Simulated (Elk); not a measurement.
Band structure of Al (Fm-3m, 1 atom in the cell).

```xyz
1
Lattice="0.0000 2.0152 2.0152 2.0152 0.0000 2.0152 2.0152 2.0152 0.0000" Properties=species:S:1:pos:R:3 pbc="T T T"
Al     0.0000     0.0000     0.0000
```

Level of theory: PBE, all-electron FP-LAPW, Elk's shipped species files, APW+lo basis with extra local orbitals in Elk 10.2.4.

Settings: xctype = 20; rgkmax = 8; swidth = 0.00367493 Ha; ngridk = 10 10 10; gmaxvr = 16 1/bohr; nxlo = 2; lorbcnd = true; lmaxi = 3; maxscl = 100.

The starting cell comes from a database of computed structures (which also holds hypothetical and non-ambient phases and stackings), without a prior relaxation at this level. Its lattice was rescaled by a random factor within 2.5 % of one. Values depend on the basis (sphere radii, cutoffs, local orbitals), which need not be converged.

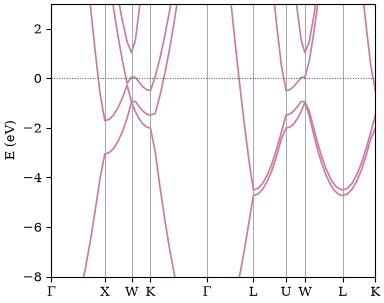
*Bands along the path, energies from the Fermi level.*

Levels in eV from the Fermi level, bands 2 to 8:
```
point       2       3       4      5      6      7      8
-----  ------  ------  ------  -----  -----  -----  -----
Γ      -65.11  -65.11  -11.30  12.54  12.54  12.54  14.09
X      -65.12  -65.12   -3.05  -1.72   5.15   5.51   5.51
W      -65.13  -65.12   -0.97  -0.97   0.04   1.02  15.77
K      -65.12  -65.12   -2.01  -1.49  -0.50   6.49   8.13
L      -65.11  -65.11   -4.73  -4.51  11.37  11.37  11.37
U      -65.12  -65.12   -2.01  -1.49  -0.50   6.49   8.13
```

Bands cross the Fermi level along this path, so the cell is metallic at this level.
